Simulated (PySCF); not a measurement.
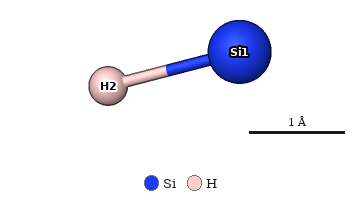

Fig. 1: The input geometry (ball-and-stick view, seen at a tilt; atoms are numbered from 1 in the order of the input). Bond lengths as drawn: H–Si 1.53 Å.

**Single-point calculation, with input and output: SiH**

SiH, multiplicity 2, SMILES [SiH], computed with r2SCAN/def2-TZVPP, UKS, dispersion D4 (PySCF 2.14.0).

The geometry was optimised with PBE0-D4/def2-TZVP.

Log:
```
WARN: HOMO -0.137872298644771 >= LUMO -0.13787229864477

converged SCF energy = -289.956314724522  <S^2> = 0.76074869  2S+1 = 2.01072
Final energy -289.95631472452214
```

The run was set up as follows.

Input (run.py):
```python
from pyscf import gto, dft

molecule = gto.M(
    atom='input.xyz',
    spin=1,
    max_memory=1860,
    verbose=3,
    basis='def2-tzvpp',
)

calc0 = dft.UKS(molecule, xc='r2scan')
calc0.conv_tol = 1e-10
calc0.grids.level = 5
calc0.disp = 'd4'
calc0.kernel()
if not calc0.converged:
    calc0 = calc0.newton().run(calc0.mo_coeff, calc0.mo_occ)

energy = calc0.e_tot
print('Final energy', energy)
```

File input.xyz:
```
2

Si    -0.000796     0.007388     0.017794
H      0.021925    -0.019444     1.549275
```

Launch command:
```bash
OMP_NUM_THREADS=1 python run.py
```

Results in brief:

```csv
quantity,value
outcome,converged
total energy,−289.956315 hartree
dispersion energy,−0.000091 hartree
basis functions,56
⟨S²⟩,0.761
dipole moment,0.15 D
hardware,"1 thread of Arm Neoverse V1, 24 GiB of memory available, shared host"
wall time,9 s
peak memory,0.32 GiB
```
